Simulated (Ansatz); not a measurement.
# GaBr (SMILES [Ga][Br]) at HF/3-21G

Aim: the energy change on altering one bond length of GaBr at HF/3-21G, from 2 runs. 

Program for the calculation: Ansatz 0.2.0.

34 further runs of the same task are left out: 34 set aside as unsound or not needed.

**1. Starting point**

GaBr has 2 atoms, charge 0, and is taken as a singlet. SMILES: `[Ga][Br]`. The coordinates come from a PBE0-D4/def2-TZVP relaxation.

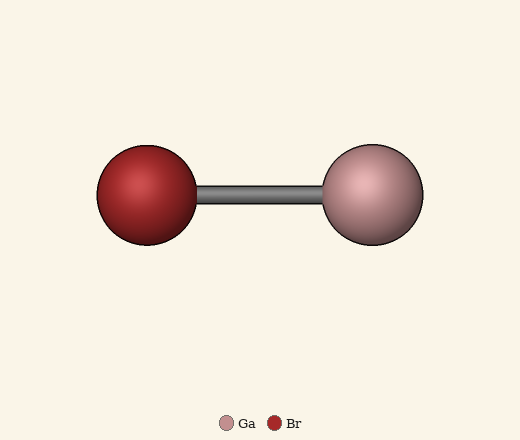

Viewed from a chosen angle; gallium pink, bromine red.

**2. The energy at HF/3-21G**

File in.yaml:

```yaml
crystal:
  periodic: [false, false, false]
  atoms:
    - {symbol: Ga, position_ang: [-0.000000, -0.000000, 0.013830]}
    - {symbol: Br, position_ang: [0.000000, 0.000000, 2.388120]}
basis:
  gaussian:
    orbitals: 3-21G-spherical.json
total_charge: 0
hamiltonian:
  xc: hf
accuracy: high
output: {orbitals: {seedname: orbitals}}
```

The basis set 3-21G is read from a file made from the Basis Set Exchange's data (not shown).

Run with:

```
$ ansatz run in.yaml --threads 1 --pin off --max-ram 3480MiB --events-out events.jsonl --progress --plain --runs-dir runs
```

Standard output:

```text
Warning: RAYON_NUM_THREADS=1 ignored (pool sized by the plan → 1); use --threads N
Functional definition: HF
  name "HF"
  exchange = exact_x
  correlation = 0
581 factors; integrals over basis functions are off by at most 4.9e-9 eV
mean field evaluation 1: about -121741.5389 eV, gradient 1.0e1 eV
mean field evaluation 2: about -121741.5633 eV, gradient 1.0e1 eV
mean field evaluation 4: about -121742.1365 eV, gradient 5.1e-1 eV
mean field evaluation 8: about -121742.1385 eV, gradient 1.3e-3 eV
mean field -121742.13851102 eV, -4473.9410704948 hartree, gradient 2.0e-8 eV, S^2 0.000000; 0 other end points of the search recorded, 0 dependent functions left out
reference -121742.13851102 eV, -4473.9410704948 hartree; 33, 33 occupied and 11, 11 virtual orbitals, 581 factors
Total energy: -121742.13851102 eV, -4473.9410704948 hartree
```

Run time: 0.46 s. Hardware: 1 thread of Arm Neoverse V1, shared host.

**3. The distorted shape**

File in.yaml:

```yaml
crystal:
  periodic: [false, false, false]
  atoms:
    - {symbol: Ga, position_ang: [-0.000000, -0.000000, -0.342280]}
    - {symbol: Br, position_ang: [0.000000, 0.000000, 2.388120]}
basis:
  gaussian:
    orbitals: 3-21G-spherical.json
hamiltonian:
  xc: hf
accuracy: high
output: {orbitals: {seedname: orbitals}}
```

The basis set 3-21G is read from a file made from the Basis Set Exchange's data (not shown).

Run with:

```
$ ansatz run in.yaml --threads 1 --pin off --max-ram 3480MiB --events-out events.jsonl --progress --plain --runs-dir runs
```

Standard output:

```text
Warning: RAYON_NUM_THREADS=1 ignored (pool sized by the plan → 1); use --threads N
[... 4 set-up lines as earlier in the session ...]
566 factors; integrals over basis functions are off by at most 7.0e-9 eV
mean field evaluation 1: about -121740.9448 eV, gradient 1.3e1 eV
mean field evaluation 2: about -121740.9674 eV, gradient 1.3e1 eV
mean field evaluation 4: about -121741.8761 eV, gradient 6.8e-1 eV
mean field evaluation 8: about -121741.8829 eV, gradient 2.8e-3 eV
mean field -121741.88294939 eV, -4473.9316787780 hartree, gradient 3.5e-8 eV, S^2 0.000000; 0 other end points of the search recorded, 0 dependent functions left out
reference -121741.88294939 eV, -4473.9316787780 hartree; 33, 33 occupied and 11, 11 virtual orbitals, 566 factors
Total energy: -121741.88294939 eV, -4473.9316787780 hartree
```

Run time: 0.44 s. Hardware: 1 thread of Arm Neoverse V1, shared host.

**4. What came out**

At HF/3-21G:

```
                                                           quantity           value
                                          first shape: total energy  -4473.94107 Eh
                                           first shape: HOMO energy        -8.97 eV
                                           first shape: LUMO energy         0.74 eV
                                         first shape: HOMO–LUMO gap         9.71 eV
                                      distorted shape: total energy  -4473.93168 Eh
                                       distorted shape: HOMO energy        -9.09 eV
                                       distorted shape: LUMO energy         0.28 eV
                                     distorted shape: HOMO–LUMO gap         9.37 eV
energy change with the Ga1–Br2 bond stretched from 2.374 to 2.730 Å        0.256 eV
```

What this shows: With the Ga1–Br2 bond stretched from 2.374 to 2.730 Å the energy rises by 0.26 eV (24.7 kJ/mol). The first shape isn't relaxed at this level, so the change isn't measured from a minimum.
